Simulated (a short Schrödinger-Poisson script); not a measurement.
Structure: gated In0.52Al0.48As/In0.53Ga0.47As δ-doped gas in a quantum well, at 300 K.

```tsv
layer	material	thickness (nm)	Na (cm⁻³)
1	In0.52Al0.48As	30	-
2	In0.52Al0.48As	5	-
3	In0.53Ga0.47As	8	-
4	In0.52Al0.48As	4000	6e15
```

Constants are typed, rounded textbook-type inputs, not results; the design itself was drawn at random and stands for no fabricated device. In0.52Al0.48As: permittivity 12.5, conduction-band edge (eV) 0.52, gap (eV) 1.45, electron mass (mₑ) 0.075, Nv at 300 K (cm⁻³) 1.1e19. In0.53Ga0.47As: permittivity 13.9, conduction-band edge (eV) 0, gap (eV) 0.74, Nv at 300 K (cm⁻³) 7.7e18.

Channel valleys (confinement mass, in-plane density-of-states mass, number): Γ 0.041, 0.041, 1. At the gate the conduction-band edge of layer 1 lies 0.65 eV − eVg above the Fermi level of the channel; the field vanishes at the back. Sheet of ionised δ-doping: +3.5e12 e/cm² at 30 nm from the gate. The barrier under the gate holds no holes. Gaps are held at their typed values at every temperature. Mesh 0.08 nm at interfaces.

Solved with a short Schrödinger-Poisson script written for these runs: 1D Poisson equation in equilibrium, electrons quantum, Hartree (BenDaniel-Duke, 40 states a valley, the channel's in-plane mass for all, wave functions free to enter the barrier), parabolic valleys, classical holes, full ionisation, no traps, pinning or gate leakage.

Only gate voltages with over 1e8 electrons/cm² are shown.

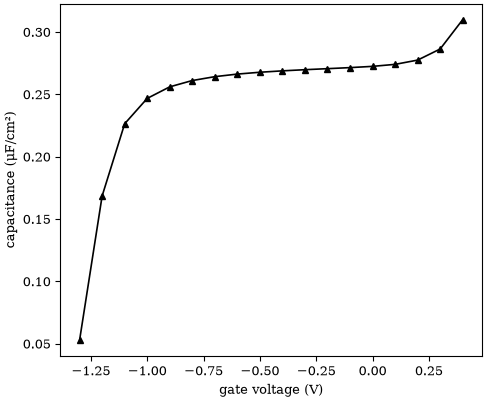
Figure: Quasi-static capacitance against gate voltage

```tsv
Vg (V)	electrons (cm⁻²)	in the channel layer	C (μF/cm²)	Γ E0 (meV)	Γ E1 (meV)
0.4	2.67e12	2.47e12	0.310	-149.2	45.5
0.3	2.49e12	2.34e12	0.286	-141.5	56.5
0.2	2.31e12	2.19e12	0.278	-132.8	66.5
0.1	2.14e12	2.03e12	0.274	-123.6	76.6
0	1.97e12	1.88e12	0.273	-114.1	86.7
-0.1	1.81e12	1.72e12	0.272	-104.4	97.0
-0.2	1.64e12	1.56e12	0.271	-94.6	107.3
-0.3	1.47e12	1.40e12	0.270	-84.6	117.7
-0.4	1.30e12	1.25e12	0.269	-74.5	128.3
-0.5	1.14e12	1.09e12	0.268	-64.2	139.1
-0.6	9.72e11	9.31e11	0.266	-53.6	150.2
-0.7	8.08e11	7.75e11	0.264	-42.6	161.8
-0.8	6.45e11	6.19e11	0.261	-30.8	174.1
-0.9	4.85e11	4.66e11	0.256	-17.8	187.7
-1	3.30e11	3.17e11	0.247	-2.6	203.4
-1.1	1.85e11	1.78e11	0.226	17.1	223.7
-1.2	6.30e10	6.06e10	0.169	48.6	255.7
-1.3	5.86e9	5.64e9	0.0530	111.6	319.0
```

Subbands count from the Fermi level.
